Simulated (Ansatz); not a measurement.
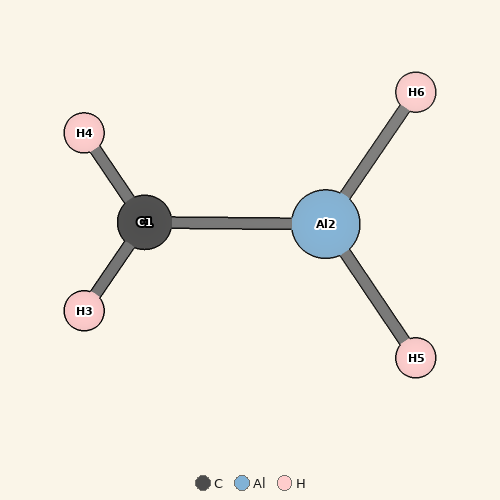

The system is CH4Al, SMILES [CH2-][AlH2], charge −1; the picture shows the reference structure. Coordinates scanned: (1) bond length C1–Al2; (2) dihedral H3–C1–Al2–H5. Nothing is relaxed (all other coordinates rigid). The scan uses a 15 × 15 grid; 120 points were computed and 105 follow by symmetry. Points are written as (first, second). Energies are in kJ/mol, from the lowest grid point. The reference is spin-restricted, which grows unreliable where a bond is stretched far. Computed with RKS PBE0-D4/def2-TZVPD in Ansatz 0.2.0.

Its coordinates:

```csv
atom,x (Å),y (Å),z (Å)
C,-0.0929,-1.0139,0.0234
Al,0.0747,0.8145,-0.0186
H,-0.3155,-1.6292,-0.8519
H,0.0178,-1.6192,0.9265
H,-0.0911,1.7159,-1.3676
H,0.4070,1.7319,1.2882
```

Range: bond length C1–Al2 from 1.506 to 2.755 Å; dihedral H3–C1–Al2–H5 from −180 to 156°.

What will the energy surface look like?

The lowest grid point is at (1.863 Å, −180°); the map holds 2 wells of about this depth. The highest grid point, (2.755 Å, −84°), lies 370 kJ/mol above the lowest. On the interpolated surface the easiest way out of the lowest well to a well of about the same depth near (1.863 Å, −12°) passes a barrier of about 98.9 kJ/mol. Round the minimum the two coordinates are nearly uncoupled.

```tsv
dihedral H3–C1–Al2–H5 ↓, bond length C1–Al2 →	1.506	1.595	1.684	1.774	1.863	1.952	2.041	2.130	2.220	2.309	2.398	2.487	2.576	2.666	2.755
156	212	104	43	15	11	22	44	72	105	140	176	212	248	282	316
132	247	139	77	48	41	51	71	98	130	163	198	232	266	300	332
108	291	182	119	89	82	90	109	134	164	196	229	261	294	326	356
84	304	196	134	104	97	106	124	150	180	212	244	277	308	340	370
60	270	161	98	68	62	70	89	116	146	179	212	246	279	312	343
36	227	119	58	29	24	35	55	83	116	150	185	221	256	290	323
12	202	94	34	7	3	14	36	65	99	134	171	207	243	278	312
−12	202	94	34	7	3	14	36	65	99	134	171	207	243	278	312
−36	227	119	58	29	24	35	55	83	116	150	185	221	256	290	323
−60	270	161	98	68	62	70	89	116	146	179	212	246	279	312	343
−84	304	196	134	104	97	106	124	150	180	212	244	277	308	340	370
−108	291	182	119	89	82	90	109	134	164	196	229	261	294	326	356
−132	247	139	77	48	41	51	71	98	130	163	198	232	266	300	332
−156	212	104	43	15	11	22	44	72	105	140	176	212	248	282	316
−180	198	91	31	4	0	12	34	63	97	132	169	205	241	276	310
```

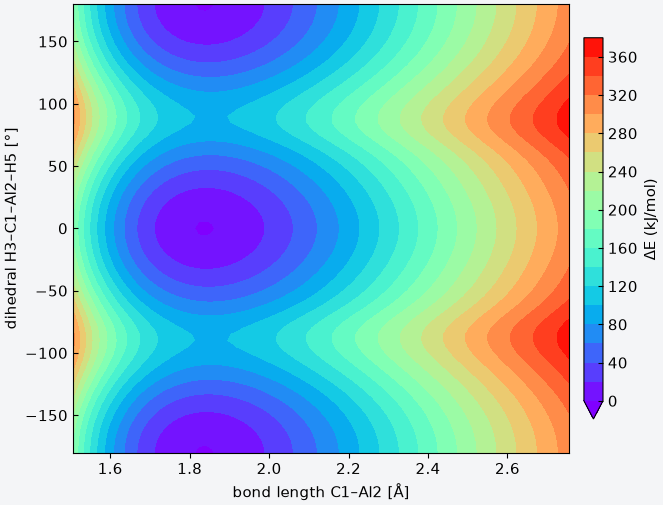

In the figure: filled contours. Between grid points the surface is interpolated.

Each point was launched as `ansatz run input.yaml --threads 1 --pin off --max-ram 2560MiB --backend cpu --events-out ev --progress --plain --runs-dir out`. Time for the 120 points that were run: 110 s on 1 thread of AMD EPYC 9R45 96-Core Processor (Zen 5), with other jobs on the host.
